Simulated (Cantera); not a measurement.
Feed: 1 mol Nb, a varied amount of O₂, 6.4 mol H₂, held at 1802 °C and 0.120 Pa.

Equilibrium computed with Cantera from the NASA thermochemical tables; the gas is ideal and each condensed phase is pure. Candidate condensed phases: H₂O, Nb, NbO, NbO₂, Nb₂O₅; 12 gas species. Condensed phases not in the tables: N, O or C dissolved in the metal. Kinetics and transport are ignored.

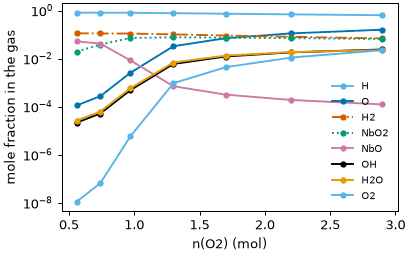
Figure: Equilibrium gas composition (values under 1e-9 drawn at 1e-9)

At 0.56 mol O₂ the condensed part is Nb(s). From 0.74 mol O₂ to 2.9 mol O₂ nothing is condensed. The main Nb-bearing gas is NbO at 0.56 mol O₂ and NbO₂ at 2.9 mol O₂.
